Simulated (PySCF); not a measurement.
Ga(NH3)2H3 (GaH9N2).

Computed with PySCF, B3LYP/def2-SVPD, geometry: GFN2-xTB. No frequency check shows the geometry to be a minimum. GFN2-xTB bond lengths at metals and heavier atoms can be off by up to 0.1 Å and shapes distorted, which carries into these values.

Coordinates in Å:

```
Ga1      0.0002   -0.0003    0.0002
N2       2.4576    0.0006   -0.0003
H3       2.8287   -0.2169    0.9119
H4       2.8287    0.8983   -0.2684
H5       2.8287   -0.6815   -0.6440
N6      -2.4583    0.0005   -0.0003
H7      -2.8293   -0.2696    0.8978
H8      -2.8293   -0.6429   -0.6826
H9      -2.8293    0.9123   -0.2157
H10      0.0002    0.4033   -1.4976
H11     -0.0009    1.0964    1.0965
H12      0.0002   -1.4985    0.3992
```

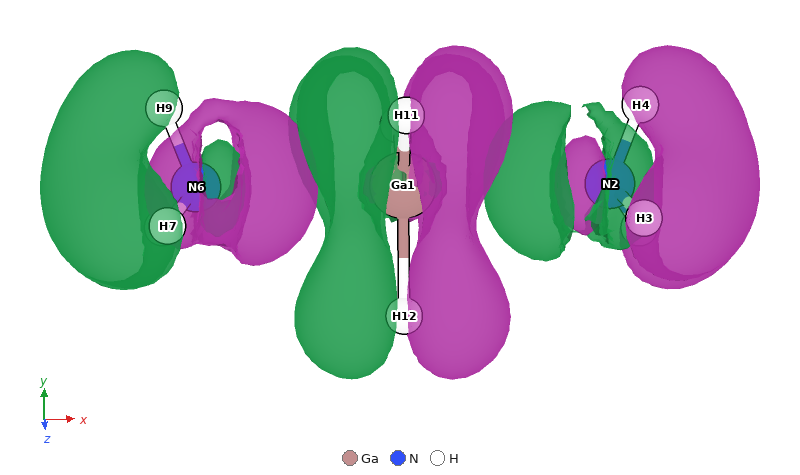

Change of the electron density in a uniform field of 0.41 V/Å, surfaces at ±0.002 e/Å³ (green: gain, purple: loss).

**Along which Cartesian direction does the field point?**

Along +x: electrons gather on the −x side, against the field.

**How large is the response?**

The induced dipole is 1.53 D (along the field); α along this axis, from the fields in both directions, is 75 bohr³ (11.1 Å³).

**Which atoms gain and lose the most charge?**

Electrons gather most on H7, H8 and H9 alike (Hirshfeld charge changes by −0.011 e) and leave H3, H4 and H5 alike most (+0.010 e); 0.123 electrons are displaced in all.

Run time: 46 s on 1 thread of Arm Neoverse V2, on a shared host, peak memory 0.7 GiB.
